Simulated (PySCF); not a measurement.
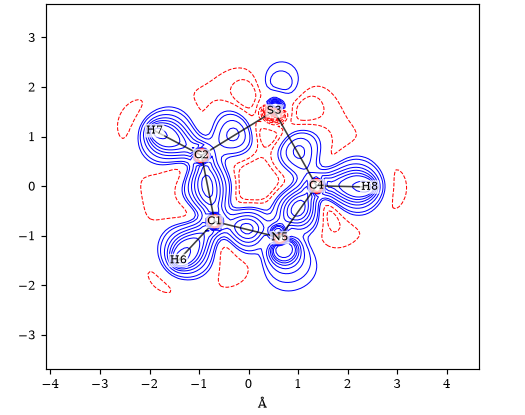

C₃H₃NS, SMILES `c1cscn1`. Deformation density (molecule less spherical, spin-averaged free atoms) in the molecular plane; contours at ±0.05 to ±0.8 e/Å³; solid blue lines: gain, dashed red lines: loss.

PySCF calculation, PBE0/def2-SVPD, gas phase; geometry: GFN2-xTB. No frequency check shows the geometry to be a minimum. GFN2-xTB bond lengths at metals and heavier atoms can be off by up to 0.1 Å and shapes distorted, which carries into these values.

Question: How much density has each bond in this plane gained at its critical point, relative to the free atoms?

Answer: C4–H8: +0.78 e/Å³ at the bond critical point (bond length 1.07 Å). C1–H6: +0.76 e/Å³ at the bond critical point (bond length 1.07 Å). C2–H7: +0.74 e/Å³ at the bond critical point (bond length 1.07 Å). C1–C2: +0.65 e/Å³ at the bond critical point (bond length 1.36 Å). C4–N5: +0.63 e/Å³ at the bond critical point (bond length 1.28 Å). C1–N5: +0.46 e/Å³ at the bond critical point (bond length 1.35 Å). C2–S3: +0.33 e/Å³ at the bond critical point (bond length 1.72 Å). S3–C4: +0.33 e/Å³ at the bond critical point (bond length 1.74 Å). In all, 1.9 electrons gather in the regions of gain relative to the promolecule.

Question: Where do the Hirshfeld charges lie?

Answer: The highest Hirshfeld charge is on S3 (+0.09 e), the lowest on N5 (−0.17 e).

The PySCF run took 8.4 s on 1 thread of Intel(R) Xeon(R) 6975P-C (Granite Rapids), with other jobs on the host, peak memory 0.51 GiB.
